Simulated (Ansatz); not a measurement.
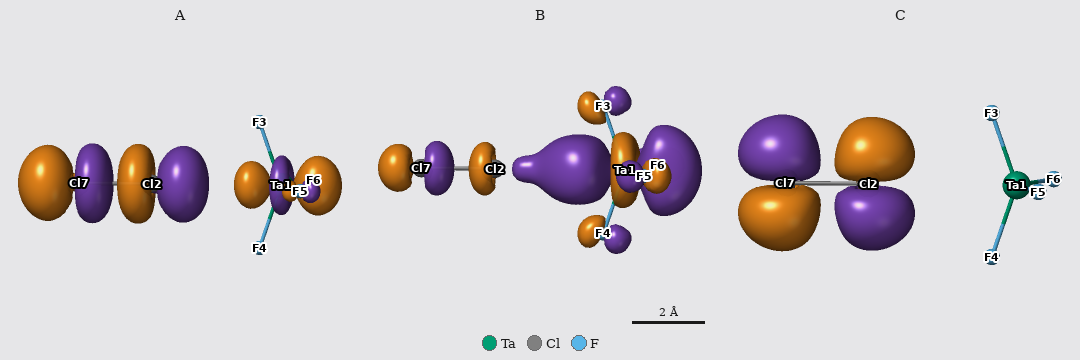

F$_{4}$Ta···Cl$_{2}$ (doublet). Three frontier orbitals at ±0.1 Å⁻³ᐟ² (orange and purple are the two phases), in no order.

Core potentials replace the inner electrons of Ta; not at a stationary point (largest force 1.0 eV/Å).

All numbers below come from UKS PBE/def2-SVP in Ansatz.

Input

```
crystal:
  periodic: [false, false, false]
  atoms:
    - { symbol: Ta, position_ang: [0.0, 0.0, 0.0] }
    - { symbol: Cl, position_ang: [2.72, 0.0, 0.0] }
    - { symbol: F, position_ang: [0.0, 0.0, 1.93] }
    - { symbol: F, position_ang: [0.0, 0.0, -1.93] }
    - { symbol: F, position_ang: [-0.965, 1.6714, 0.0] }
    - { symbol: F, position_ang: [-0.965, -1.6714, 0.0] }
    - { symbol: Cl, position_ang: [5.06, 0.0, 0.0] }
magnetization:
  spin_polarized: true
  initial_magnetization: 1
basis:
  gaussian: { orbitals: def2-SVP }
hamiltonian:
  xc: pbe
relax:
  f_tol: 0.15
  max_steps: 25
  restrain:
    - { distance: [1, 6], at: 2.04, k: 30.0 }
    - { distance: [0, 1], at: 3.67, k: 30.0 }
output:
  orbitals: {}
```

Launched as:

```sh
ansatz run input.yaml --threads 4 --pin off --max-ram 5120MiB --backend cpu --events-out ev --progress --plain --runs-dir out
```

The fields are those of the run's last geometry, not of the input's.

Which picture is the HOMO−1, the HOMO and the LUMO? All are α orbitals.

C is the HOMO−1 (α) (−6.85 eV). Its weight (Hirshfeld) is mainly on Cl7 (about 55 %) and Cl2 (about 45 %); π-antibonding (π*) across Cl7–Cl2. B is the HOMO (α) (−5.70 eV). By Hirshfeld shares it lies mainly on Ta1 (about 70 %), Cl7 (about 5 %) and Cl2 (about 5 %). A is the LUMO (α) (−4.24 eV). It lies mainly on Cl7 (about 40 %), Cl2 (about 40 %) and Ta1 (about 15 %).

What is the gap between the highest occupied and lowest empty α orbitals?

1.46 eV between the orbital energies.
